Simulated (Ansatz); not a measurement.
Pressure series in Pt

Base system: Pt in the fcc (Cu type) structure (space group Fm-3m, No. 225; a = 3.970 Å).

Cell and atoms are relaxed at each pressure.

The values are results of PBE (Ansatz, a quantum-chemistry and plane-wave program, PAW, spin-orbit coupling left out), not measurements.

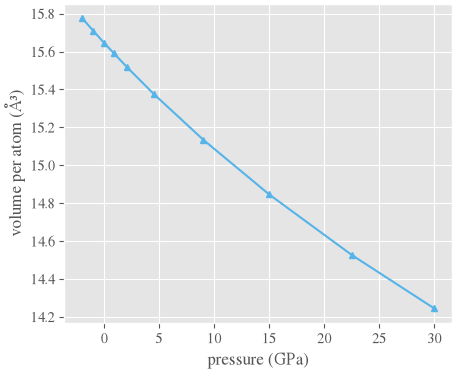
Figure: Volume per atom against pressure

Question: From the plot, what is the volume per atom for pressure 15 GPa?

Answer: About 14.8 Å³.

Question: Is the trend monotonic over the range shown?

Answer: Yes, it falls throughout, spanning 14.24 Å³ to 15.78 Å³.

Load acts through the strain it causes; cell and atoms are relaxed under it. No phonon test of stability was made. No other phases were tried under pressure. All final runs are without spin polarisation.
